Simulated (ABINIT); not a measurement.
Band structure of BN (F-43m, 2 atoms in the cell).

```xyz
2
Lattice="0.0000 1.8075 1.8075 1.8075 0.0000 1.8075 1.8075 1.8075 0.0000" Properties=species:S:1:pos:R:3 pbc="T T T"
B      0.0000     0.0000     0.0000
N      0.9038     0.9038     0.9038
```

Method: PBE, norm-conserving pseudopotentials (PseudoDojo nc-sr-05 PBE standard) (plane waves; ABINIT 10.0.3).

Settings: pseudos = [B.upf, N.upf]; ecut = 42 Ha; occopt = 3; tsmear = 0.01 eV; ngkpt = 11 11 11; nshiftk = 1; shiftk = 0 0 0; potentials = PseudoDojo nc-sr-05 PBE standard; kptopt = 1; nstep = 100; tolvrs1 = 1e-12; ndtset = 2; getden2 = 1.

The starting cell has typed, rounded lattice constants, without a prior relaxation at this level.

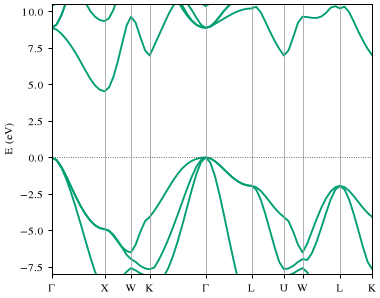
*Bands along the path, energies from the top of the valence band on the SCF mesh.*

Read off roughly the gap and where its edges lie.

The gap along the path is about 4.5 eV (computed: 4.53 eV), from Γ to X; the smallest direct gap on it is 8.88 eV.

Levels in eV from the top of the valence band on the SCF mesh, bands 1 to 8:
```tsv
point	1	2	3	4	5	6	7	8
Γ	-20.21	0.00	0.00	0.00	8.88	8.88	8.88	10.37
X	-14.62	-8.91	-4.91	-4.91	4.53	9.34	17.91	17.91
W	-14.31	-7.58	-6.96	-6.50	9.65	13.35	14.61	14.69
K	-14.54	-8.12	-7.66	-4.08	6.98	12.95	15.84	16.68
L	-15.99	-10.68	-1.94	-1.94	10.21	10.78	10.78	15.25
U	-14.54	-8.12	-7.66	-4.08	6.98	12.95	15.84	16.68
```
